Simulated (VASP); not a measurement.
Band structure of WS$_{2}$ (2H layered). All values below come from MS2 meta-GGA, VASP's PBE PAW potentials (set 64) (plane waves; VASP).

Unless said otherwise, spin-orbit coupling is left out, though it shifts the bands of the heavy elements here.

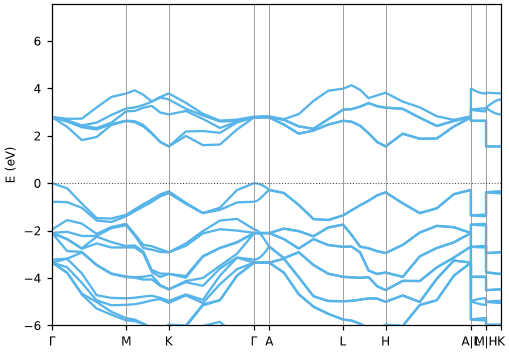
Figure: Bands along high-symmetry lines, zero at the valence-band maximum or, without a gap, the Fermi level

Problem. Read the plot: is there a gap, and where are the band edges?

Solution. The gap is indirect, 1.55 eV, from the valence maximum at Γ to the conduction minimum at K.

The compound is WS2 in the 2H layered structure. It was relaxed first, which changed the volume by +10 %.
